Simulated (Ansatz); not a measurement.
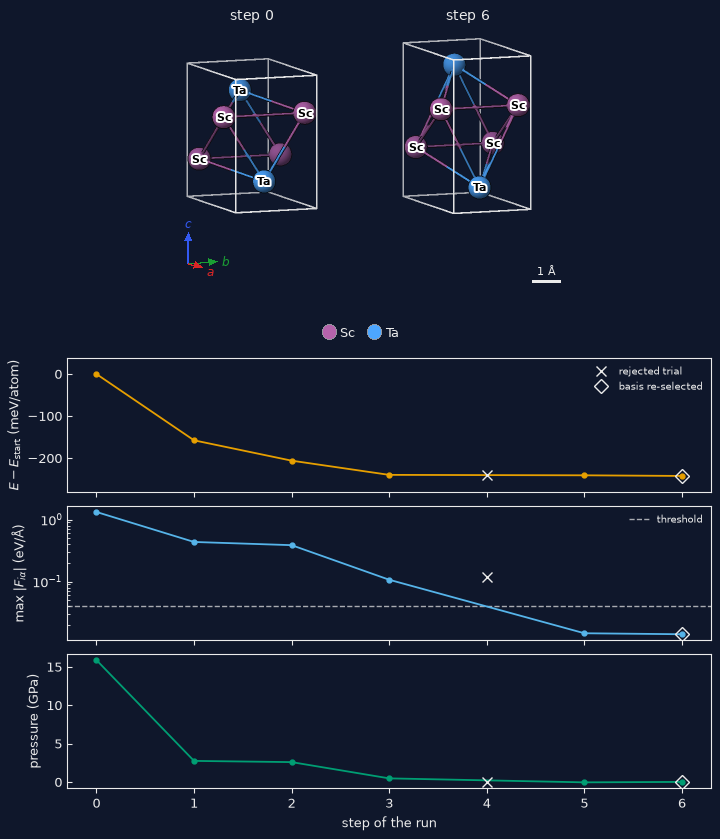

First and last geometry of a relaxation of crystalline ScTa (built on the AuCd (B19)_51 type) (coarse preliminary run), with the history of the run. A ball-and-stick model of the cell of the calculation, seen slightly off an axis.

Case: AuCd (B19) type (Pmma, No. 51).

These are results of DFT PBE, scalar-relativistic, plane waves, PAW (Ansatz 0.2.0), not measurements. Settings: plane-wave cutoff 420 eV; k-point mesh 4 × 6 × 4; occupations gaussian; smearing width 0.1 eV; no spin polarisation; cell and atoms relaxed; force threshold 0.04 eV/Å; at most 70 steps.

> What do the curves and the structures tell?

It converged. The largest moves relative to the cell, 0.34 Å, are those of Ta atoms. Largest moves by element: Ta 0.34 Å, Sc 0.20 Å. Cell: a 4.746 → 4.926 Å (+3.8 %), b 3.141 → 2.988 Å (−4.9 %), c 4.845 → 5.582 Å (+15.2 %). Volume +13.8 %. Among the contacts that change: Sc–Ta 2.883 → 3.281 Å, Sc–Ta 2.909 → 3.134 Å, Sc–Ta 2.891 → 3.051 Å, Sc–Sc 3.141 → 2.988 Å. The space group stays Pmma (No. 51). Over 4 accepted moves (6 points after the start) the energy falls by 242 meV per atom. Largest force component: 1.3 eV/Å at the start, 0.014 eV/Å at the end. Pressure: 15.89 GPa at the start and 0.03 GPa at the end. The line search rejected the trial step at point 4 of the run. At 1 point the geometry stayed and the basis and grid were re-selected for the new cell (energy shift of 1.5 meV per atom at most each time). Cost: 28 s on 1 thread of Arm Neoverse V2 (shared host), peak memory 0.39 GiB.
